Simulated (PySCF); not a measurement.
Vertical excitations of a molecule C₄H₁₁FSi from PySCF with TDA-LC-ωPBE/def2-SVPD, as energy in eV (oscillator strength): 8.26 (0.035), 8.61 (0.023), 8.97 (0.001), 9.26 (0.002), 9.36 (0.017), 9.46 (0.021). Lowest triplet (TDA): 7.50 eV. Geometry: r2SCAN-D4/def2-SVP. One conformer was computed; it need not be the lowest.

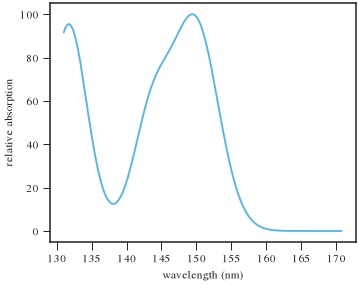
Figure. The lines broadened by 0.4 eV.

**Question.** Which structure fits?
A. CCC[SiH2]CF
B. C[SiH2]C(C)(C)F
C. CCC[C@@H](F)[SiH3]
D. CC(C)[SiH2]CF

**Answer.** C, CCC[C@@H](F)[SiH3]
